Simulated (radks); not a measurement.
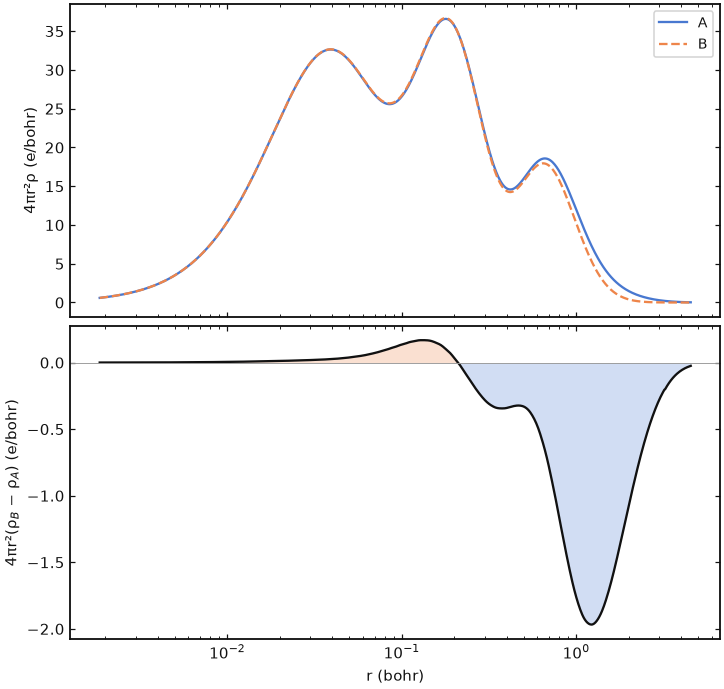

Two charge states of cobalt were computed: Co⁴⁺ in [Ar] 3d5; Co⁺ in [Ar] 3d8. Theory: scalar-relativistic Kohn-Sham, LDA (Slater exchange, Perdew-Wang correlation), spin-unpolarised, spherical densities, finite nucleus (computed with the in-house radial solver radks).

The plot shows both radial densities and the radial density of run B less that of run A; on the logarithmic r axis, areas aren't charges.

Which run is A and which is B? Where does the charge move?

A is Co⁺ in [Ar] 3d8; B is Co⁴⁺ in [Ar] 3d5. B holds hardly more charge than A anywhere and 3.0 electrons fewer where it is negative (most at r = 1.2 bohr), a net change of −3. The energy of B less that of A is 111.5 eV.
